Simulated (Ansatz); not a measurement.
## Run report: C2H7GaSi, nudged elastic band

System: C2H7GaSi.
Method: RKS LDA/def2-mTZVP (Ansatz 0.2.0).

The run did not end well. One setting was made poor on purpose. It belongs to a series of runs on one base structure; here: band between the two ends.

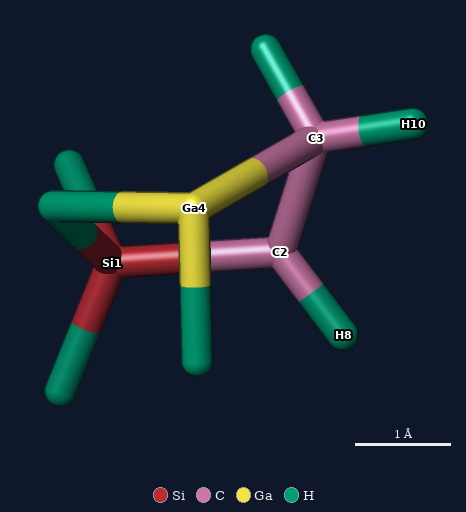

The input geometry (stick view, seen at a tilt; atoms are numbered from 1 in the order of the input). Sticks mark near contacts.

The input
```yaml
crystal:
  periodic: [false, false, false]
  atoms:
    - { symbol: Si, position_ang: [-0.780716, 1.120345, 0.023345] }
    - { symbol: C, position_ang: [0.262433, -0.107155, -0.838374] }
    - { symbol: C, position_ang: [1.374721, -0.530227, -0.119336] }
    - { symbol: Ga, position_ang: [-0.160977, -1.403694, 1.185117] }
    - { symbol: H, position_ang: [-0.078025, 2.406862, 0.335731] }
    - { symbol: H, position_ang: [-0.816885, 0.446271, 1.456403] }
    - { symbol: H, position_ang: [-2.148776, 1.361097, -0.521247] }
    - { symbol: H, position_ang: [-0.074265, -0.659064, -1.720312] }
    - { symbol: H, position_ang: [1.863167, 0.14767, 0.592179] }
    - { symbol: H, position_ang: [2.031162, -1.322404, -0.501025] }
    - { symbol: H, position_ang: [-1.406539, -1.516901, 0.127919] }
basis:
  gaussian: { orbitals: def2-mTZVP }
hamiltonian:
  xc: lda
neb:
  order_check: false
  images: 7
  f_tol: 0.05
  max_iterations: 10
  initial_path: idpp
  final_atoms:
    - { symbol: Si, position_ang: [-0.61085999, 1.21293804, 0.15076894] }
    - { symbol: C, position_ang: [0.45821913, 0.04064384, -0.75524625] }
    - { symbol: C, position_ang: [1.28224862, -0.7381184, 0.04907493] }
    - { symbol: Ga, position_ang: [-0.64011129, -1.58141049, 0.69954076] }
    - { symbol: H, position_ang: [-1.75021971, 1.81789284, -0.59891372] }
    - { symbol: H, position_ang: [0.13960068, 2.24357939, 0.93842584] }
    - { symbol: H, position_ang: [-1.10017319, 0.24999731, 1.30863941] }
    - { symbol: H, position_ang: [0.29722746, -0.22085819, -1.80501837] }
    - { symbol: H, position_ang: [1.64947482, -0.34847754, 1.00705923] }
    - { symbol: H, position_ang: [1.90929912, -1.53084932, -0.37819786] }
    - { symbol: H, position_ang: [-1.56940566, -1.20253747, -0.59573292] }
```

Command:
```bash
ansatz run input.yaml --threads 2 --pin off --max-ram 3072MiB --backend cpu --events-out ev --progress --plain --runs-dir out
```

What the program printed
```
Engine: ansatz 0.2.0, x86_64-unknown-linux-gnu
Functional definition: SPW92
  exchange = slater_x
  correlation = pw_c
1265 factors; their error is unknown
mean field evaluation 1: about -62279.5212 eV, gradient 1.1e2 eV
mean field evaluation 2: about -62030.2429 eV, gradient 2.4e2 eV
mean field evaluation 4: about -62301.8149 eV, gradient 3.7e1 eV
mean field evaluation 8: about -62307.8629 eV, gradient 5.8e-1 eV
mean field evaluation 16: about -62307.8245 eV, gradient 1.5e-3 eV
mean field -62307.82446633 eV, -2289.7703153773 hartree, gradient 3.3e-5 eV, S^2 0.000000; 0 other end points of the search recorded, 0 dependent functions left out
the calculation of the forces begins
reference -62307.82450701 eV, -2289.7703168723 hartree; 32, 32 occupied and 85, 85 virtual orbitals, 1265 factors
1265 factors; their error is unknown
mean field evaluation 32: about -62307.8634 eV, gradient 5.8e-2 eV
mean field -62307.82447025 eV, -2289.7703155212 hartree, gradient 3.5e-5 eV, S^2 0.000000; 0 other end points of the search recorded, 0 dependent functions left out
[... from here on the field's lines of each further geometry are left out, up to the last ...]
NEB iter   1: max|band force component| = 1.606e0 eV/Å  barrier→ = 0.8092 eV  barrier← = 0.8092 eV  Δτ_max = 0.1998 Å  (280 SCF iters)
NEB iter   2: max|band force component| = 6.070e-1 eV/Å  barrier→ = 0.4933 eV  barrier← = 0.4933 eV  Δτ_max = 0.1758 Å  (215 SCF iters)
NEB iter   3: max|band force component| = 3.739e-1 eV/Å  barrier→ = 0.4018 eV  barrier← = 0.4018 eV  CI = image 4  Δτ_max = 0.1980 Å  (221 SCF iters)
NEB iter   4: max|band force component| = 3.521e-1 eV/Å  barrier→ = 0.3298 eV  barrier← = 0.3298 eV  CI = image 4  Δτ_max = 0.1978 Å  (218 SCF iters)
NEB iter   5: max|band force component| = 3.138e-1 eV/Å  barrier→ = 0.2805 eV  barrier← = 0.2805 eV  CI = image 4  Δτ_max = 0.1891 Å  (220 SCF iters)
NEB iter   6: max|band force component| = 3.364e-1 eV/Å  barrier→ = 0.2563 eV  barrier← = 0.2563 eV  CI = image 4  Δτ_max = 0.0948 Å  (218 SCF iters)
NEB iter   7: max|band force component| = 2.073e-1 eV/Å  barrier→ = 0.2474 eV  barrier← = 0.2474 eV  CI = image 4  Δτ_max = 0.0960 Å  (222 SCF iters)
NEB iter   8: max|band force component| = 3.241e-1 eV/Å  barrier→ = 0.2419 eV  barrier← = 0.2419 eV  CI = image 4  Δτ_max = 0.0477 Å  (219 SCF iters)
NEB iter   9: max|band force component| = 4.585e-1 eV/Å  barrier→ = 0.2378 eV  barrier← = 0.2378 eV  CI = image 4  Δτ_max = 0.0477 Å  (224 SCF iters)
the calculation of the forces begins
reference -62307.64906121 eV, -2289.7638693580 hartree; 32, 32 occupied and 85, 85 virtual orbitals, 1265 factors
these checks for a lower state are left out or cut short: starts, cluster_reference, orbital_swaps, neighbouring_geometries, increment
1265 factors; their error is unknown
mean field -62307.72596812 eV, -2289.7666956349 hartree, gradient 1.1e-5 eV, S^2 0.000000; 0 other end points of the search recorded, 0 dependent functions left out
the calculation of the forces begins
reference -62307.72600861 eV, -2289.7666971227 hartree; 32, 32 occupied and 85, 85 virtual orbitals, 1265 factors
NEB iter  10: max|band force component| = 7.659e-1 eV/Å  barrier→ = 0.2340 eV  barrier← = 0.2340 eV  CI = image 4  Δτ_max = 0.0238 Å  (224 SCF iters)
```

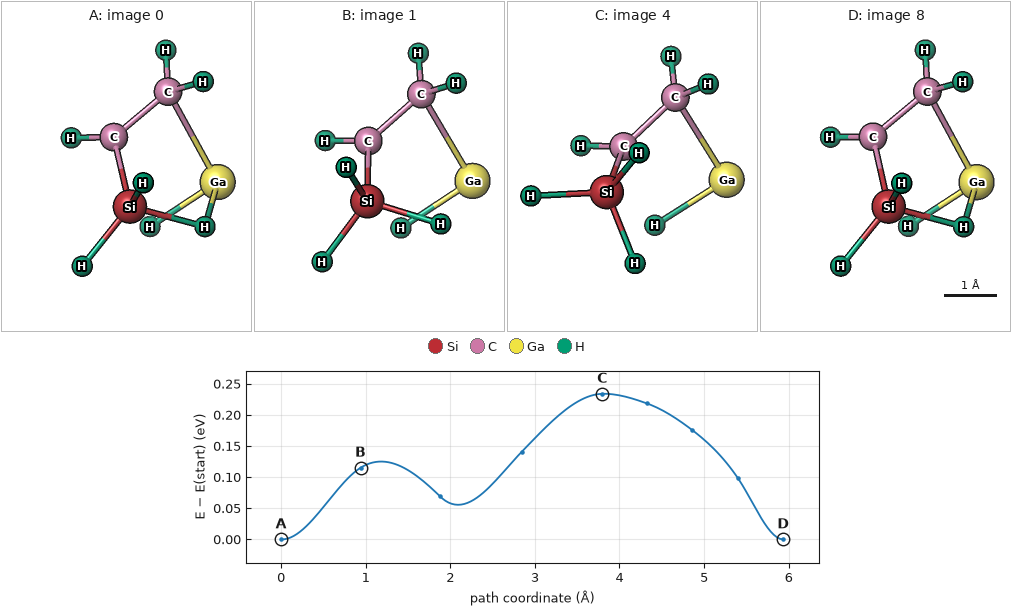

Images of the last band (counted from 0; ball-and-stick, seen at a tilt) above the energy along the path; the line is a cubic interpolation that uses the forces. The highest image is number 4, 0.234 eV above the start and 0.234 eV above the end (the climbing image); start and end have the same energy. The path is 5.94 Å long. The band had not converged after 10 iterations.

```
Unfinished report: {"positions_ang":[[-0.5838796908095378,1.365950700563435,0.2263695663195373],[0.26854251466039747,-0.11072687113546938,-0.5128742203087918],[1.1123525554080382,-0.9542486603170494,0.21802641983012014],[-0.5885435867826456,-2.284892541786154,0.14472701659045217],[-0.5014750779308774,2.512218188753573,-0.7356822545751844],[0.11256215283845505,1.739263042565205,1.5025827320025988],[-2.0276609490479633,1.1267976838465195,0.553519101846348],[0.3720451828719325,-0.10410446010920084,-1.6074481394497162],[1.3058029145349146,-0.7583582109007023,1.2796273660031605],[1.919122266355357,-1.513775579110571,-0.27637261284180104],[-1.3235682820980723,-1.0753232923695848,-0.7720749754167237]],"unchecked":["starts","cluster_reference","orbital_swaps","neighbouring_geometries","increment"],"mean_field":{"relativity":"none","state":{"energy":{"ev":-62307.5905454791,"hartree":-2289.7617189446064},"converged":true,"gradient_ev":0.000011707634822760963,"stability":{"kind":"minimum","curvature_ev":58.010100932434554},"curvature_floor_ev":0.00030000000000000003,"spin_squared":2.842170943040401e-14},"others":[],"fillings":{"estimated":0,"unestimated":0,"tried":0,"untried":0,"excluded_magnetic_sites":0},"n_dropped_functions":0,"n_trapped_functions":0,"passes":{"evaluations":4,"products":28},"factors":{"origin":"density fitting in generated functions","count":1265,"bound_ev":null},"gradient_stop_ev":0.00009,"reference_kind":"stationary","functional":{"name":"SPW92","citations":["Dirac, Proc. Camb. Phil. Soc. 26, 376 (1930) doi:10.1017/S0305004100016108","Slater, Phys. Rev. 81, 385 (1951) doi:10.1103/PhysRev.81.385","Perdew & Wang, Phys. Rev. B 45, 13244 (1992) doi:10.1103/PhysRevB.45.13244"],"text":"name \"SPW92\"\ncite \"Dirac, Proc. Camb. Phil. Soc. 26, 376 (1930) doi:10.1017/S0305004100016108\"\ncite \"Slater, Phys. Rev. 81, 385 (1951) doi:10.1103/PhysRev.81.385\"\ncite \"Perdew & Wang, Phys. Rev. B 45, 13244 (1992) doi:10.1103/PhysRevB.45.13244\"\nexchange = slater_x\ncorrelation = pw_c\n","final_grid":{"core_spheres":13.0,"valence_spheres":11.0,"degree":36.0},"final_grid_parameter_source":"default","radial_points_factor":1.0,"radial_grid_error_ev":2.4352219540683396e-10,"grid_sensitivity":"normal","grid_sensitivity_ratio":0.0},"unsmoothed_excess_ev":-0.000040594046781506055,"symmetry":{"irreps":["A"],"axes":[[0.9828028337308824,-0.14053667999097905,0.11978326923097572],[0.12580634355238948,0.9844291444641028,0.12276816953776036],[-0.13517157220556925,-0.10558740979296379,0.985180158631246]],"occupied":[{"A":32},{"A":32}]},"density_repulsion":{"missed_ev":0.000042217203767283936,"excess_ev":0.000042217203767283936,"most_excess_ev":0.000832,"are_drawn_again":false,"n_first_factors":1265,"energy_change_ev":0.0,"n_dropped_ends":0},"direct_passes":"host"},"factors":{"origin":"density fitting in generated functions","count":1265,"bound_ev":null},"n_frozen":0,"n_occupied":[32,32],"n_virtual":[85,85],"reference":{"ev":-62307.5905454791,"hartree":-2289.7617189446064},"total":{"ev":-62307.5905454791,"hartree":-2289.7617189446064},"forces_ev_per_angstrom":[[0.00501653288620638,0.04070179518734561,0.04950371116603083],[-0.13212134450194474,0.0077419153927802895,-0.2517443784288894],[0.13181086732735064,-0.1593154774634457,0.1065377231631152],[0.01806617281461221,-0.05429675889636962,0.042625868994145034],[-0.01006245845245998,0.0018741544903284175,0.005754268754204644],[0.0022021145368672974,0.001896626003746952,-0.003525207139917953],[-0.001175892674398999,-0.005461997217343757,0.007445721307159893],[0.01369275172068331,-0.0004447082216970089,0.05877750720556188],[-0.00010135517196118095,0.03256373287805104,0.016554570889895537],[-0.05653736211108158,0.05460057690981215,0.005231921948825463],[0.02920997358063061,0.08014014088223875,-0.03716170787905684]],"charge_distribution":{"dipole_moment_e_ang":[0.17051113166582557,-0.05307936138302262,-0.05718435735647354],"mulliken_charges_e":[0.35317832475774935,-0.6006974677457961,-0.6287250008045415,0.1906017792949477,-0.033613464760659406,-0.035657400947452844,-0.0326694749608023,0.29398840415162797,0.2545226873930154,0.24784566043296807,-0.008774046811045766],"lowdin_charges_e":[0.41903346858224566,-0.5675834674277249,-0.4302320306790275,0.12273720431925028,-0.03217996387229882,-0.03333296327533297,-0.03660825575613624,0.15698946189465657,0.16039760099675848,0.16195511519949768,0.07882383001813908]},"n_threads":2,"memory_gib":2.556818182580173,"seconds":{"hamiltonian":0.91546299,"orbitals":0.0,"second_order":0.0,"solver_start":0.0,"cycles":0.0,"cycle":0.0,"perturbative":0.0,"full_ci_increment":0.0,"forces":0.0}}
this run last wrote the band of iteration 10 to [file]
Error: NEB band did not converge after 10 iterations: max|band force component| = 7.66e-1 eV/Å (threshold 5.0e-2); raise `neb.max_iterations` in a new run, which can start from the last band evaluated (`neb.initial_path`, with `crystal.atoms` and `neb.final_atoms` set to its first and last images), add images, or start from endpoints closer to local minima. Where this run's directory can be resumed (`checkpoint.write`), a resume goes on for up to `neb.max_iterations` more; to start a new run from the last band, take its images' positions from the `neb_iteration` event of iteration 10 (`data.images[].positions_ang`), in the event stream of the run that computed that iteration (not this run's, if it was resumed behind it). With `checkpoint.write`, `steps/00-neb/state/checkpoint.json` in the run directory holds the last saved band, under `neb.evaluated.images[].positions_ang` (a band under a hybrid functional on support functions is neither saved nor resumed: `neb.initial_path` says where its path is): check the last entry of `neb.iterations` there, which is earlier than 10 if that iteration was not saved or its write failed. If the band's step has no `state` directory and holds `state.next`, a write was cut short, and the file is under `state.next` instead (behind a loss of power it can be under `state.prev`)
this run wrote the band of iteration 10 to [file] as well, whether or not its events were kept: a new run's `neb.initial_path` can list its `images[].positions_ang`
a run's events are kept only if it was started with --events-out <file>, and are in that file
```

The last band as extended XYZ (Å, eV, eV/Å)
```
11
Properties=species:S:1:pos:R:3:forces:R:3 image=0 energy=-62307.82447
Si   -0.7807    1.1203    0.0233   -0.0023   0.0055   0.0038
C     0.2624   -0.1072   -0.8384    0.0009   0.0018   0.0079
C     1.3747   -0.5302   -0.1193    0.0015   0.0051  -0.0007
Ga   -0.1610   -1.4037    1.1851   -0.0009  -0.0017  -0.0011
H    -0.0780    2.4069    0.3357   -0.0023  -0.0015  -0.0017
H    -0.8169    0.4463    1.4564    0.0014   0.0015   0.0002
H    -2.1488    1.3611   -0.5212    0.0005  -0.0033  -0.0014
H    -0.0743   -0.6591   -1.7203    0.0023  -0.0035  -0.0038
H     1.8632    0.1477    0.5922    0.0005  -0.0081  -0.0042
H     2.0312   -1.3224   -0.5010   -0.0013   0.0016   0.0010
H    -1.4065   -1.5169    0.1279   -0.0004   0.0025   0.0000
11
Properties=species:S:1:pos:R:3:forces:R:3 image=1 energy=-62307.70929
Si   -0.7802    1.1936    0.0982    0.0058   0.0054  -0.0077
C     0.2377   -0.1377   -0.6797   -0.0086   0.0287  -0.0105
C     1.3578   -0.6468   -0.0344   -0.1838   0.0216  -0.0806
Ga   -0.1184   -1.9100    0.9714   -0.0176   0.0277   0.0347
H    -0.1309    2.5460   -0.0008    0.0003  -0.0024   0.0337
H    -0.8454    0.8503    1.5690   -0.0029  -0.0400   0.0040
H    -2.1567    1.2650   -0.4784    0.0007   0.0063  -0.0110
H    -0.0185   -0.4971   -1.6814    0.0008  -0.0343  -0.0429
H     1.8015   -0.1183    0.8089    0.1005   0.1398   0.1863
H     2.0506   -1.3148   -0.5473    0.1206  -0.1466  -0.1120
H    -1.3324   -1.2875   -0.0051   -0.0159  -0.0063   0.0060
11
Properties=species:S:1:pos:R:3:forces:R:3 image=2 energy=-62307.75535
Si   -0.7479    1.2892    0.1417    0.0050   0.0097   0.0250
C     0.0837   -0.2350   -0.5174   -0.6763  -0.2883   0.1953
C     1.2466   -0.7985    0.0933   -0.1296  -0.4430  -0.6114
Ga   -0.1028   -2.3258    0.6610    0.0465  -0.0746   0.0653
H    -0.0474    2.5342   -0.3172    0.0096   0.0068   0.0168
H    -0.7058    1.2500    1.6398    0.0060  -0.0166   0.0197
H    -2.1761    1.3345   -0.3052   -0.0055   0.0295  -0.0125
H    -0.0095   -0.3520   -1.6008   -0.0199  -0.0811  -0.2116
H     1.6473   -0.3449    0.9776    0.2942   0.4244   0.7595
H     2.0324   -1.2214   -0.5441   -0.0407  -0.0116  -0.0520
H    -1.1552   -1.1876   -0.2085    0.5106   0.4446  -0.1942
11
Properties=species:S:1:pos:R:3:forces:R:3 image=3 energy=-62307.68349
Si   -0.6702    1.3396    0.1827   -0.0158   0.0129   0.0269
C     0.1234   -0.1933   -0.5122   -0.5205  -0.2559  -0.2656
C     1.1656   -0.8862    0.1652    0.2091  -0.0962   0.1962
Ga   -0.3195   -2.3956    0.3602    0.0562  -0.0765   0.0705
H    -0.2268    2.5440   -0.5929    0.0323   0.0099   0.0116
H    -0.2464    1.5066    1.6108   -0.0014  -0.0296   0.0198
H    -2.1658    1.2755    0.1308   -0.0172   0.0185  -0.0133
H     0.1553   -0.2141   -1.6160   -0.0161  -0.0353   0.1309
H     1.4641   -0.5606    1.1732   -0.0415   0.0182  -0.0886
H     1.9999   -1.3161   -0.4044   -0.0437   0.0486  -0.0174
H    -1.2143   -1.1571   -0.4772    0.3585   0.3855  -0.0710
11
Properties=species:S:1:pos:R:3:forces:R:3 image=4 energy=-62307.59051
Si   -0.5839    1.3660    0.2264    0.0050   0.0407   0.0495
C     0.2685   -0.1107   -0.5129   -0.1321   0.0077  -0.2517
C     1.1124   -0.9542    0.2180    0.1318  -0.1593   0.1065
Ga   -0.5885   -2.2849    0.1447    0.0181  -0.0543   0.0426
H    -0.5015    2.5122   -0.7357   -0.0101   0.0019   0.0058
H     0.1126    1.7393    1.5026    0.0022   0.0019  -0.0035
H    -2.0277    1.1268    0.5535   -0.0012  -0.0055   0.0074
H     0.3720   -0.1041   -1.6074    0.0137  -0.0004   0.0588
H     1.3058   -0.7584    1.2796   -0.0001   0.0326   0.0166
H     1.9191   -1.5138   -0.2764   -0.0565   0.0546   0.0052
H    -1.3236   -1.0753   -0.7721    0.0292   0.0801  -0.0372
11
Properties=species:S:1:pos:R:3:forces:R:3 image=5 energy=-62307.60605
Si   -0.5153    1.3828    0.2533   -0.0114   0.0169   0.0534
C     0.3196   -0.0988   -0.4944    0.0631   0.0420  -0.5197
C     1.0374   -1.0436    0.2510    0.1231  -0.0954   0.0791
Ga   -0.7522   -2.2137   -0.0013   -0.0446  -0.0387   0.0175
H    -0.6157    2.4595   -0.7829   -0.0257  -0.0070   0.0070
H     0.2816    1.8841    1.4237    0.0170   0.0075  -0.0284
H    -1.8917    1.0768    0.7673    0.0006  -0.0247   0.0224
H     0.5186   -0.0372   -1.5847   -0.0660  -0.0425   0.3862
H     1.1751   -0.9077    1.3323   -0.0270   0.0095  -0.0343
H     1.8391   -1.6370   -0.2163   -0.1113   0.0789   0.0316
H    -1.3311   -0.9225   -0.9276    0.0822   0.0533  -0.0147
11
Properties=species:S:1:pos:R:3:forces:R:3 image=6 energy=-62307.64902
Si   -0.4411    1.3715    0.2575    0.0097  -0.0149   0.0238
C     0.4495   -0.0651   -0.5031    0.0810   0.0323  -0.3691
C     0.9927   -1.0817    0.2769    0.0626  -0.1141  -0.1001
Ga   -0.9634   -1.9936   -0.0204   -0.0402   0.0298  -0.0224
H    -0.7188    2.4178   -0.7748   -0.0415  -0.0142   0.0092
H     0.3716    1.9525    1.3788    0.0182   0.0387  -0.0326
H    -1.7341    0.9135    0.8811    0.0169  -0.0466   0.0277
H     0.6741   -0.0308   -1.5852   -0.0224  -0.0106   0.3201
H     1.0757   -0.9698    1.3615   -0.0040   0.0278   0.1144
H     1.7117   -1.7990   -0.1486   -0.0801   0.0684   0.0376
H    -1.3525   -0.7726   -1.1034    0.0000   0.0033  -0.0086
11
Properties=species:S:1:pos:R:3:forces:R:3 image=7 energy=-62307.72597
Si   -0.3630    1.3443    0.2349    0.0151  -0.0849  -0.0368
C     0.5825   -0.0497   -0.5213    0.0395   0.0694  -0.0348
C     0.9566   -1.0984    0.3038   -0.0744   0.1212   0.2932
Ga   -1.1545   -1.6801    0.0242   -0.0346   0.0998   0.0352
H    -0.7667    2.3861   -0.7571   -0.0574  -0.0231   0.0163
H     0.3918    1.9599    1.3765   -0.0016   0.0294  -0.0152
H    -1.5859    0.6945    0.8835    0.0621  -0.0979   0.0002
H     0.8075   -0.0750   -1.5929    0.0405   0.0095   0.0478
H     1.0023   -0.9649    1.3997   -0.0102  -0.0200  -0.2522
H     1.5753   -1.9190   -0.0709    0.0418  -0.1304  -0.0251
H    -1.3805   -0.6549   -1.2600   -0.0207   0.0270  -0.0285
11
Properties=species:S:1:pos:R:3:forces:R:3 image=8 energy=-62307.82447
Si   -0.3605    1.3070    0.1757   -0.0083  -0.0012   0.0011
C     0.5971   -0.0091   -0.6541    0.0060  -0.0026  -0.0029
C     1.0670   -1.0087    0.1899    0.0000   0.0015   0.0032
Ga   -1.0781   -1.4403    0.3943   -0.0017   0.0014  -0.0016
H    -1.1795    2.2050   -0.6897    0.0014  -0.0001   0.0000
H     0.4191    2.0833    1.1933    0.0018   0.0014   0.0000
H    -1.2567    0.3999    1.1145   -0.0003   0.0020   0.0018
H     0.5940   -0.1526   -1.7385    0.0022   0.0011   0.0028
H     1.3125   -0.7808    1.2350   -0.0006  -0.0031  -0.0085
H     1.5864   -1.8902   -0.2067   -0.0015   0.0020   0.0016
H    -1.6361   -0.7707   -0.9933    0.0009  -0.0023   0.0025
```

Outcome

```csv
quantity,value
outcome,not converged
"barrier, forward (band not converged)",0.234 eV
"barrier, backward",0.234 eV
hardware,"2 threads of AMD EPYC (Zen 4), 16 GiB of memory available, shared host"
wall time,67 s (CPU time 2.1 min)
peak memory,0.18 GiB
```

The run did not converge: “NEB band did not converge after 10 iterations: max|band force component| = 7.66e-1 eV/Å (threshold 5.0e-2); raise `neb.max_iterations` in a new run, which can start from the last band evaluated (`neb.initial_path`, with `crystal.atoms` and `neb.final_atoms` set to its first and last images), add images, or start from endpoints closer to local minima …” Its last values are not results. A deliberately poor setting: few iterations.
